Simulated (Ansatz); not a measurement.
# One shape, several levels: triplet PH3

We compute a comparison of 6 runs (UHF/3-21G, UB3LYP/6-31G*, UB2PLYP/aug-cc-pVTZ, UPBE/aug-cc-pVTZ, UCCSD/aug-cc-pVTZ, UCCSD(T)/aug-cc-pVTZ) of triplet PH3. 

The results are computed with Ansatz 0.2.0.

34 further runs of the same task are left out: 34 set aside as unsound or not needed.

### Step 1. The system as given

PH3: 4 atoms, total charge 0, spin state triplet. As SMILES of the parent species, `P`. The shape is that of a PBE0-D4/def2-TZVP optimisation. That shape belongs to the parent species and isn't relaxed for this state.

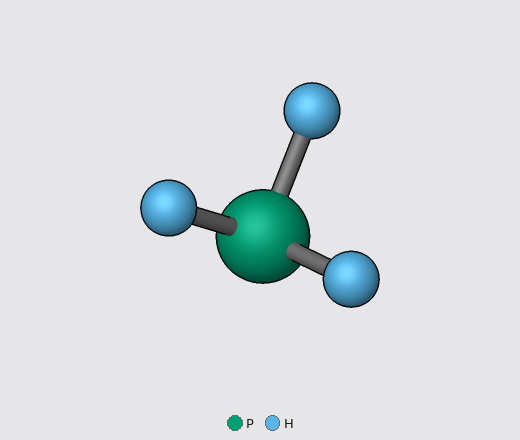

The structure, seen from a chosen angle (phosphorus teal, hydrogen blue).

### Step 2. The energy at UHF/3-21G (run 1)

input.yaml reads:

```yaml
crystal:
  periodic: [false, false, false]
  atoms:
    - {symbol: P, position_ang: [0.346000, -0.326500, -0.332800]}
    - {symbol: H, position_ang: [0.630900, -0.034000, 1.027000]}
    - {symbol: H, position_ang: [-1.005500, -0.663000, -0.057200]}
    - {symbol: H, position_ang: [0.028700, 1.023500, -0.636900]}
basis:
  gaussian: {orbitals: 3-21G.json}
magnetization: {spin_polarized: true, initial_magnetization: 2}
hamiltonian: {xc: hf}
accuracy: high
output: {orbitals: {seedname: orbitals}}
```

The basis set 3-21G is read from a file made from the Basis Set Exchange's data (not shown).

Run with:

```console
$ ansatz run input.yaml --threads 1 --pin off --max-ram 3480MiB --events-out events.jsonl --progress --plain --runs-dir runs
```

Output:

```text
Warning: RAYON_NUM_THREADS=1 ignored (pool sized by the plan → 1); use --threads N
Functional definition: HF
  name "HF"
  exchange = exact_x
  correlation = 0
373 factors; integrals over basis functions are off by at most 2.1e-9 eV
mean field evaluation 1: about -9264.2844 eV, gradient 6.4e0 eV
mean field evaluation 2: about -9264.2942 eV, gradient 6.4e0 eV
mean field evaluation 4: about -9264.6991 eV, gradient 7.6e-1 eV
mean field evaluation 8: about -9264.7263 eV, gradient 1.0e-1 eV
mean field evaluation 16: about -9264.7429 eV, gradient 2.3e-6 eV
mean field evaluation 32: about -9264.7167 eV, gradient 6.5e-2 eV
mean field evaluation 64: about -9264.7130 eV, gradient 2.2e-2 eV
mean field evaluation 96: about -9264.6569 eV, gradient 1.7e0 eV
mean field evaluation 128: about -9264.7152 eV, gradient 8.9e-2 eV
mean field -9264.74287137 eV, -340.4730206544 hartree, gradient 1.8e-8 eV, S^2 2.011404; 3 other end points of the search recorded, 0 dependent functions left out
reference -9264.74287137 eV, -340.4730206544 hartree; 10, 8 occupied and 9, 11 virtual orbitals, 373 factors
Total energy: -9264.74287137 eV, -340.4730206544 hartree
```

Wall time 0.2 s (1 thread of Intel Xeon Platinum 8488C (Sapphire Rapids), shared host).

### Step 3. The energy at UB3LYP/6-31G(d) (Cartesian functions) (run 2)

molecule.yaml reads:

```yaml
crystal:
  periodic: [false, false, false]
  atoms:
    - symbol: P
      position_ang: [0.346000, -0.326500, -0.332800]
    - symbol: H
      position_ang: [0.630900, -0.034000, 1.027000]
    - symbol: H
      position_ang: [-1.005500, -0.663000, -0.057200]
    - symbol: H
      position_ang: [0.028700, 1.023500, -0.636900]
basis:
  gaussian:
    orbitals: "6-31G*"
magnetization:
  spin_polarized: true
  initial_magnetization: 2
hamiltonian:
  xc: {name: B3LYP}
accuracy: high
output:
  orbitals: {seedname: orbitals}
```

Run with:

```console
$ ansatz run molecule.yaml --threads 1 --pin off --max-ram 3480MiB --events-out events.jsonl --progress --plain --runs-dir runs
```

Output (excerpt; [...] marks lines left out):

```text
Warning: RAYON_NUM_THREADS=1 ignored (pool sized by the plan → 1); use --threads N
Functional definition: B3LYP
  name "B3LYP"
[...]
456 factors; integrals over basis functions are off by at most 3.0e-9 eV
[...]
mean field -9331.15671681 eV, -342.9136844576 hartree, gradient 5.0e-8 eV, S^2 2.003539; 6 other end points of the search recorded, 0 dependent functions left out
reference -9331.15674537 eV, -342.9136855072 hartree; 10, 8 occupied and 15, 17 virtual orbitals, 456 factors
Total energy: -9331.15674537 eV, -342.9136855072 hartree
```

Wall time 7.2 s (1 thread of Intel Xeon Platinum 8488C (Sapphire Rapids), shared host); peak memory 0.13 GiB.

Runs 3 to 4 aren't shown in full; the table further down has their settings and results.

### Step 4. A single-point energy at UCCSD/aug-cc-pVTZ (run 5)

input.yaml reads:

```yaml
basis:
  gaussian:
    orbitals: aug-cc-pVTZ
crystal:
  periodic: [false, false, false]
  atoms:
    - {symbol: P, position_ang: [0.346000, -0.326500, -0.332800]}
    - {symbol: H, position_ang: [0.630900, -0.034000, 1.027000]}
    - {symbol: H, position_ang: [-1.005500, -0.663000, -0.057200]}
    - {symbol: H, position_ang: [0.028700, 1.023500, -0.636900]}
magnetization:
  spin_polarized: true
  initial_magnetization: 2
correlation:
  method: ccsd
  frozen_orbitals: {H: 0, P: 5}
accuracy: high
scf:
  omitted_lower_state_checks: [cluster_reference, increment]
```

Run with:

```console
$ ansatz run input.yaml --threads 1 --pin off --max-ram 3480MiB --events-out events.jsonl --progress --plain --runs-dir runs
```

Output:

```text
Warning: RAYON_NUM_THREADS=1 ignored (pool sized by the plan → 1); use --threads N
[... 16 lines left out ...]
5 core orbitals not correlated: weight in the atoms' cores, before any rotation towards them, 1.000 or more for the frozen orbitals, at most 0.000 for the correlated occupied ones
[... 45 lines left out ...]
Total energy: -9319.03090560 eV, -342.4680691147 hartree
Checks for a lower state left out: cluster_reference, increment
```

Run time: 61 s. Hardware: 1 thread of Intel Xeon Platinum 8488C (Sapphire Rapids), shared host; peak memory 2.3 GiB.

### Step 5. A single-point energy at UCCSD(T)/aug-cc-pVTZ (run 6)

molecule.yaml reads:

```yaml
basis:
  gaussian: {orbitals: aug-cc-pVTZ}
crystal:
  periodic: [false, false, false]
  atoms:
    - {symbol: P, position_ang: [0.346000, -0.326500, -0.332800]}
    - {symbol: H, position_ang: [0.630900, -0.034000, 1.027000]}
    - {symbol: H, position_ang: [-1.005500, -0.663000, -0.057200]}
    - {symbol: H, position_ang: [0.028700, 1.023500, -0.636900]}
accuracy: high
correlation: {method: ccsd_t, frozen_orbitals: {H: 0, P: 5}}
scf: {omitted_lower_state_checks: [cluster_reference, increment]}
magnetization: {spin_polarized: true, initial_magnetization: 2}
```

Run with:

```console
$ ansatz run molecule.yaml --threads 1 --pin off --max-ram 3480MiB --events-out events.jsonl --progress --plain --runs-dir runs
```

Output:

```text
Warning: RAYON_NUM_THREADS=1 ignored (pool sized by the plan → 1); use --threads N
[... 16 lines left out ...]
5 core orbitals not correlated: weight in the atoms' cores, before any rotation towards them, 1.000 or more for the frozen orbitals, at most 0.000 for the correlated occupied ones
[... 46 lines left out ...]
Total energy: -9319.19620009 eV, -342.4741435754 hartree
Checks for a lower state left out: cluster_reference, increment
```

Run time: 58 s. Hardware: 1 thread of Intel Xeon Platinum 8488C (Sapphire Rapids), shared host; peak memory 2.3 GiB.

### Step 6. The series

```csv
run,level,Cartesian functions,frozen core orbitals,energy (Eh),HOMO energy (eV),⟨S²⟩,wall time
1,UHF/3-21G,no,–,-340.473021,-3.79,2.011,0.2 s
2,UB3LYP/6-31G* (Cartesian functions),yes,–,-342.913686,-1.70,2.004,7.2 s
3,UB2PLYP/aug-cc-pVTZ,no,5,-342.807021,-3.16,2.008,45 s
4,UPBE/aug-cc-pVTZ,no,–,-342.774786,-1.63,2.005,24 s
5,UCCSD/aug-cc-pVTZ,no,5,-342.468069,–,2.015,61 s
6,UCCSD(T)/aug-cc-pVTZ,no,5,-342.474144,–,2.015,58 s
```

### Step 7. Outcome

| quantity | value |
| --- | --- |
| run 6: total energy | -342.47414 Eh |
| run 6: correlation energy (5 core orbitals frozen) | -183.9 mEh |
| run 6: (T) correction | -6.07 mEh |
| run 6: ⟨S²⟩ of the reference determinant | 2.015 |
| run 6: T1 diagnostic | 0.020 |

In words: Totals of different functionals can't be ranked against each other. All runs together took 3.3 min, the longest 61 s.
